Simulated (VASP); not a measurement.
Band structure of MoSi2 (space group I4/mmm). Method: PBEsol GGA, VASP's PBE PAW potentials (set 64) (plane waves; VASP).

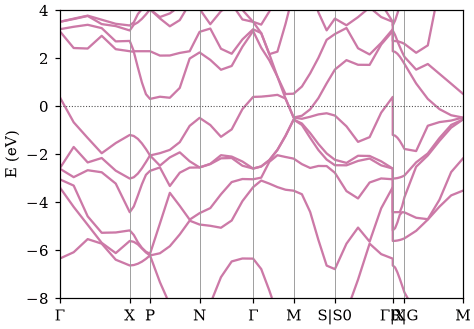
*Bands along high-symmetry lines, zero at the valence-band maximum or, without a gap, the Fermi level*

Read the plot: is there a gap, and where are the band edges?

It has no gap at this level: it comes out as a metal or semimetal.

The structure is a typed MoSi2 crystal. The cell was not relaxed at this level. The k-mesh is coarse (spacing up to 0.35 per Å, 2π included), so the numbers may not be converged in it.
